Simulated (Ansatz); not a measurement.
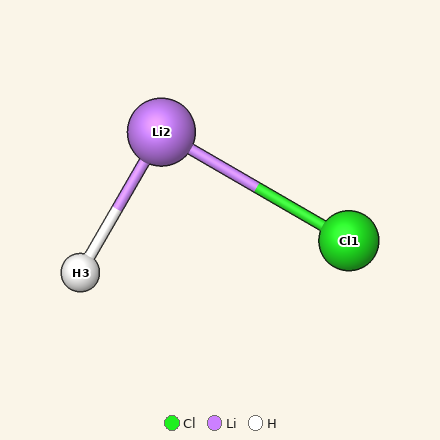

The system is Cl⁻ + LiH; the picture shows the reference structure. The first coordinate is: distance Cl1–Li2; the second: distance Li2–H3. Nothing is relaxed (the angle Cl1–Li2–H3 is fixed at 90 degrees). The scan uses a 17 × 17 grid. Points are written as (first, second). Energies: kcal/mol, counted from Cl with charge -1 far from the relaxed LiH (each part in its own basis). The restricted reference is unstable at some or all points, so the energies there are unreliable. Method: Ansatz, RHF-MP2, frozen core/aug-cc-pVTZ.

Its coordinates:

```yaml
atoms:
  - { symbol: Cl, position_ang: [-2.2810, 0.0000, 0.0000] }
  - { symbol: Li, position_ang: [0.0000, 0.0000, 0.0000] }
  - { symbol: H, position_ang: [0.0000, 1.7130, 0.0000] }
```

Range: distance Cl1–Li2 from 1.840 to 3.840 Å; distance Li2–H3 from 1.272 to 3.272 Å.

Question: Predict the map.

Answer: The lowest grid point is at (2.281 Å, 1.713 Å), −23.3 kcal/mol from Cl with charge -1 far from the relaxed LiH (each part in its own basis). It is the only kind of minimum in the scanned range. The highest grid point, (3.840 Å, 3.272 Å), lies 56.6 kcal/mol above the lowest. Round the minimum the valley is somewhat tilted: raising distance Cl1–Li2 shifts the best value of distance Li2–H3 downwards (coupling k₁₂/√(k₁₁k₂₂) about 0.2).

```tsv
distance Li2–H3 ↓, distance Cl1–Li2 →	1.894	2.067	2.281	2.523	2.787	3.069	3.367	3.679
3.111	0.3	−4.2	−2.7	2.7	9.6	16.5	22.6	27.6
2.799	−3.3	−8.2	−7.2	−2.5	3.8	10.0	15.5	20.1
2.501	−7.2	−12.6	−12.3	−8.3	−2.7	2.9	7.8	11.9
2.219	−11.0	−17.0	−17.5	−14.1	−9.3	−4.3	0.0	3.6
1.955	−13.8	−20.5	−21.7	−19.1	−15.0	−10.7	−6.8	−3.7
1.713	−14.2	−21.5	−23.3	−21.4	−17.9	−14.2	−10.9	−8.1
1.499	−10.1	−17.8	−20.2	−18.9	−16.0	−12.7	−9.7	−7.3
1.326	−0.5	−8.5	−11.3	−10.4	−7.8	−4.8	−2.1	0.1
```

The table holds every second grid line.

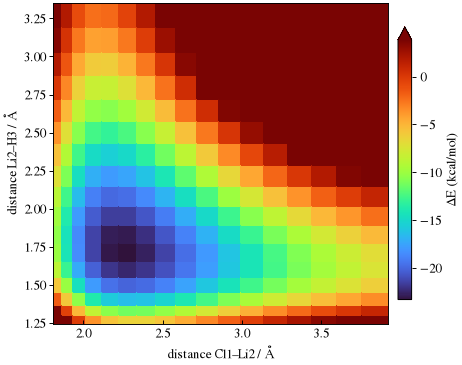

Drawn: one coloured cell a grid point, one colour for all values above the top of the scale.

Time for the 289 points that were run: 9.3 min on 1 thread of Arm Neoverse V1, with other jobs on the host.
